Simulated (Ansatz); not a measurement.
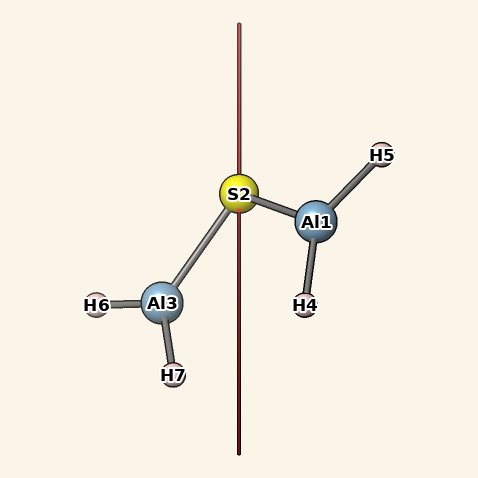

A line through the centre of mass is drawn in. Depth is shown by fading: the farther an atom, the more it takes the colour of the background. The computed structure is the end point of a PBE0-D4/def2-TZVP optimisation.

> Is the line a proper rotation axis of the structure, and of what order?

Yes, a C2 axis. A turn by 180° leaves S2 in place and moves Al1 ↔ Al3; H4 ↔ H7; H5 ↔ H6. The point group is C2v.
